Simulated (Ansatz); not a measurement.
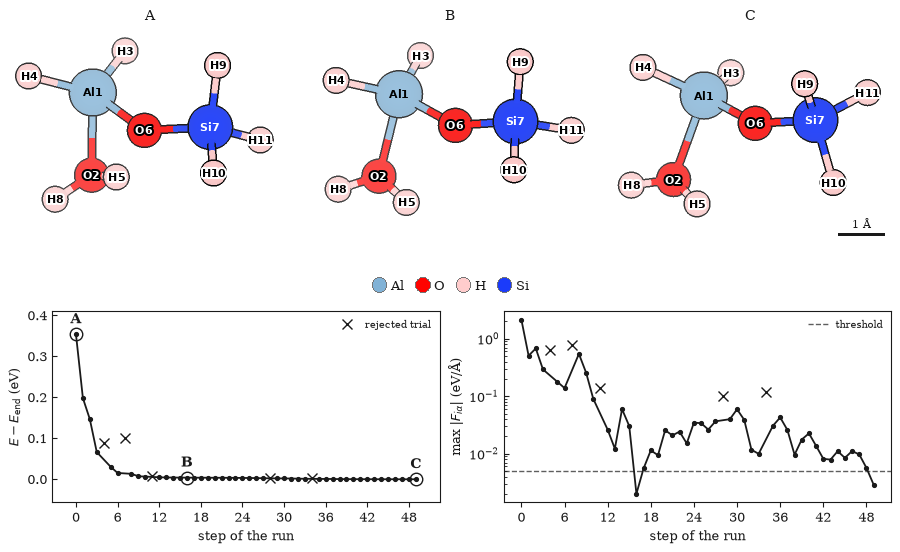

Frames of a relaxation of AlSiH$_{7}$O$_{2}$ (started from a transition state, displaced along its imaginary mode), marked on the history of the run. Style: ball-and-stick. Shown at a tilt.

Method: RKS PBE0-D4/def2-TZVP in Ansatz 0.2.0. Set-up: force threshold 0.005 eV/Å; at most 200 steps.

Describe the path.

Answer. H11 moves most after the best rigid fit: 1.11 Å. Largest moves by element: H 1.11 Å, O 0.42 Å, Al 0.28 Å, Si 0.22 Å. Some distances before and after: H5–O6 1.496 → 2.366 Å, Al1–O2 1.908 → 2.002 Å, Al1–O6 1.810 → 1.727 Å, Al1–H3 1.572 → 1.586 Å. Bond angles that change, for instance: Al1–O2–H5 78.0° → 102.8°, O2–Al1–O6 75.5° → 90.5°, O2–Al1–H4 108.9° → 98.3°. Groups turn about O6–Si7 by about 30°, Al1–O6 by about 25°. After 44 accepted moves (49 points after the start) the energy has fallen by 0.354 eV. Largest force component: 2.1 eV/Å at the start, 0.0029 eV/Å at the end. The line search rejected the trial steps at points 4, 7, 11, 28, 34 of the run. The forces were under the threshold at step 16, but the run went on from there. From step 0 to 16: H5 moves most (0.74 Å), energy −0.350 eV. From step 16 to 49: H atoms move most (0.83 Å), energy −0.004 eV.

```csv
step,"E − E(0), eV","largest force component, eV/Å",note
0,0.0000,2.1329,
1,-0.1558,0.5075,
2,-0.2073,0.6774,
3,-0.2876,0.2923,
4,-0.2647,0.6445,rejected
5,-0.3234,0.1783,
6,-0.3385,0.1387,
7,-0.2523,0.7669,rejected
8,-0.3407,0.5449,
9,-0.3466,0.2568,
10,-0.3474,0.0899,
12,-0.3491,0.0262,
14,-0.3498,0.0596,
16,-0.3500,0.0020,
18,-0.3501,0.0114,
20,-0.3503,0.0257,
22,-0.3504,0.0242,
24,-0.3507,0.0347,
26,-0.3510,0.0263,
28,-0.3508,0.0994,rejected
31,-0.3521,0.0388,
33,-0.3527,0.0100,
35,-0.3530,0.0307,
37,-0.3533,0.0260,
39,-0.3537,0.0177,
41,-0.3538,0.0137,
43,-0.3539,0.0079,
45,-0.3539,0.0085,
47,-0.3539,0.0097,
49,-0.3540,0.0029,
```
